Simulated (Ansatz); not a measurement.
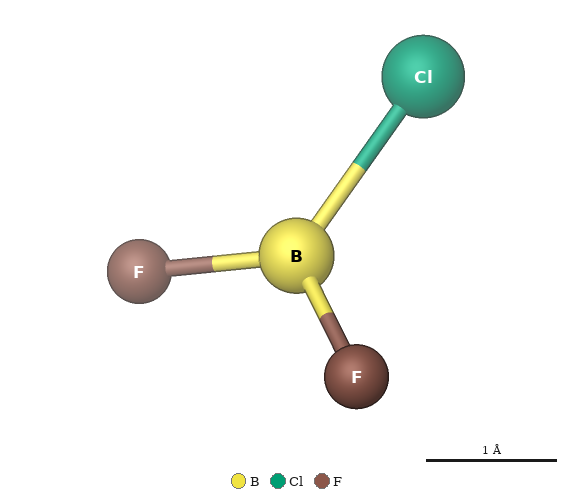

Distant atoms are faded towards the background colour. Computed geometry: PBE0-D4/def2-TZVP optimisation. Masses are those of the most abundant isotopes; constants are for the rigid equilibrium geometry.

Question: Classify the rotor and give the rotational constants (GHz).

Answer: An asymmetric top (C2v): A = 10.4, B = 4.70, C = 3.24 GHz. Ray's parameter κ is −0.59, nearer the prolate limit.
